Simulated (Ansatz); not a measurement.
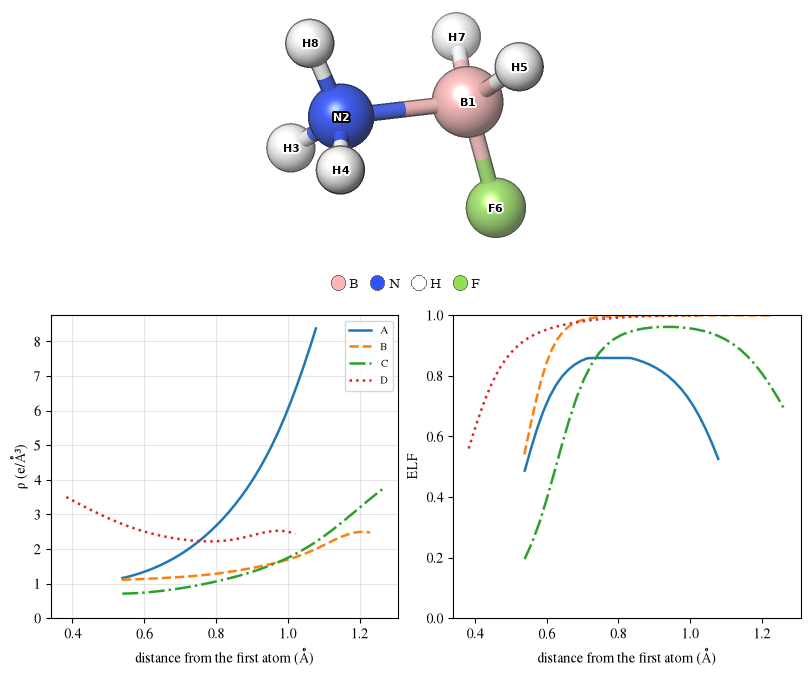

BFH₅N. Electron density and electron localisation function along straight lines between neighbouring atoms. The curves leave out the atomic cores. The structure is drawn too.

Theory: RKS PBE0-D4/def2-SVP (Ansatz 0.2.0).

Input file:

```
crystal:
  periodic: [false, false, false]
  atoms:
    - { symbol: B, position_ang: [-0.038032, 0.401125, -0.521153] }
    - { symbol: "N", position_ang: [-0.019844, 0.061446, 2.194594] }
    - { symbol: H, position_ang: [-0.807313, -0.142939, 2.80173] }
    - { symbol: H, position_ang: [0.823854, 0.043963, 2.756749] }
    - { symbol: H, position_ang: [1.038889, -0.042967, -0.845821] }
    - { symbol: F, position_ang: [-1.121192, -0.254897, -0.892483] }
    - { symbol: H, position_ang: [-0.187423, 1.466245, 0.011986] }
    - { symbol: H, position_ang: [-0.14134, 1.023523, 1.829798] }
basis:
  gaussian: { orbitals: def2-SVP }
hamiltonian:
  xc: pbe0
  dispersion: d4
relax:
  f_tol: 0.03
  max_steps: 50
output:
  orbitals: {}
```

Command:

```sh
ansatz run input.yaml --threads 2 --pin off --max-ram 3072MiB --backend cpu --events-out ev --progress --plain --runs-dir out
```

The fields are those of the run's last geometry, not of the input's.

Which curve belongs to which contact (B–F, B–H, B–N and N–H)? The first atom named is at distance zero.

Answer. Curve A: B–F (1.39 Å): ρ at the midpoint is about 1.8 e/Å³; the ELF peaks at about 0.85 between the atoms; a polar covalent bond. Curve B: B–H (1.23 Å): the density is about 1.1 e/Å³ at the midpoint; the ELF climbs to about 1 towards the hydrogen, as it does in any bond to H (an ordinary covalent bond to hydrogen). Curve C: B–N (1.66 Å): ρ at the midpoint is about 1.1 e/Å³; the ELF peaks at about 0.95 between the atoms; a shared but strongly polarised pair. Curve D: N–H (1.02 Å): ρ at the midpoint is about 2.8 e/Å³; the ELF climbs to about 1 towards the hydrogen (a covalent bond by its length).
